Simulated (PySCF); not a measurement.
Molecule (SMILES): [SiH][SiH3] (SiH-SiH3) (closed-shell singlet).
Geometry (B3LYP-D3(BJ)/def2-TZVP, fixed):
```xyz
6

Si     0.0071     1.0500     0.8096
H     -0.4184     1.8608    -0.4081
Si     0.0198    -0.9006    -0.5838
H      0.9769    -0.6998    -1.7070
H     -1.3363    -1.1013    -1.1659
H      0.4013    -2.1512     0.1194
```
Charge 0, spin multiplicity 1.

Basis-set convergence of the isotropic shielding of Si1 at PBE0 with PySCF. GIAO, no density fitting; atoms are numbered in the order shown. All functions are spherical. No added dispersion term, no relativity. Reference: the value in pcseg-3, -796.26 ppm, itself unsure by roughly 0.75 ppm (its distance from pcSseg-2). Deviations are taken from unrounded values. Cost is core time over that of aug-pcseg-1, rough, on shared machines of one kind; a dash marks a row that isn't timed (too short, read off another run, short of memory, by another algorithm or on other hardware).

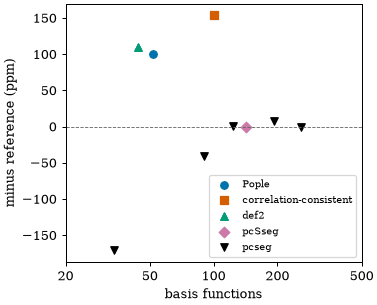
Figure. Deviation from the reference against the number of basis functions, by family of sets.

| basis | functions | isotropic shielding of Si1 (ppm) | minus reference (ppm) | cost |
|---|---|---|---|---|
| pcseg-0 | 34 | -967.06 | -170.79 | - |
| def2-SV(P) | 44 | -685.94 | 110.32 | - |
| 6-31+G* | 52 | -695.35 | 100.92 | - |
| aug-pcseg-1 | 90 | -836.48 | -40.22 | 1× |
| aug-cc-pV(D+d)Z | 100 | -642.73 | 153.54 | 1× |
| pcseg-2 | 124 | -795.70 | 0.57 | 2× |
| pcSseg-2 | 142 | -797.01 | -0.75 | 2× |
| aug-pcseg-2 | 192 | -789.14 | 7.12 | 6× |
| pcseg-3 | 260 | -796.26 | 0.00 | 20× |
